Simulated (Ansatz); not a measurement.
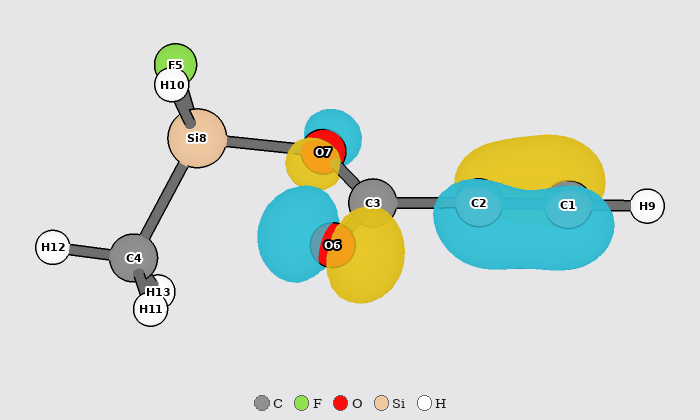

Figure. C4H5FO2Si. One frontier orbital at ±0.2 Å⁻³ᐟ² (yellow and cyan are the two phases), seen at a tilt.

Geometry: B3LYP/def2-SVP.

Method: isolated molecule in a Gaussian basis; Kohn-Sham density functional theory, functional PBE0 (Ansatz 0.2.0).

```csv
atom,x (Å),y (Å),z (Å)
C,0.1448,-4.3966,-0.1127
C,0.0004,-3.2053,0.0516
C,-0.2017,-1.7873,0.2966
C,-1.4563,1.3188,-0.7138
F,1.1625,1.1550,-1.8107
O,-0.8032,-1.3503,1.2516
O,0.3463,-1.0122,-0.6468
Si,0.2796,0.6993,-0.5297
H,0.2741,-5.4535,-0.2599
H,1.0006,1.1264,0.6882
H,-2.0696,0.9775,0.1343
H,-1.4753,2.4202,-0.7428
H,-1.9039,0.9412,-1.6471
```

Question: Which orbital is it: HOMO or LUMO?

Answer: The HOMO, at −8.54 eV. It lies mainly on O6 (about 35 %), C1 (about 25 %), C2 (about 20 %) and O7 (about 5 %).
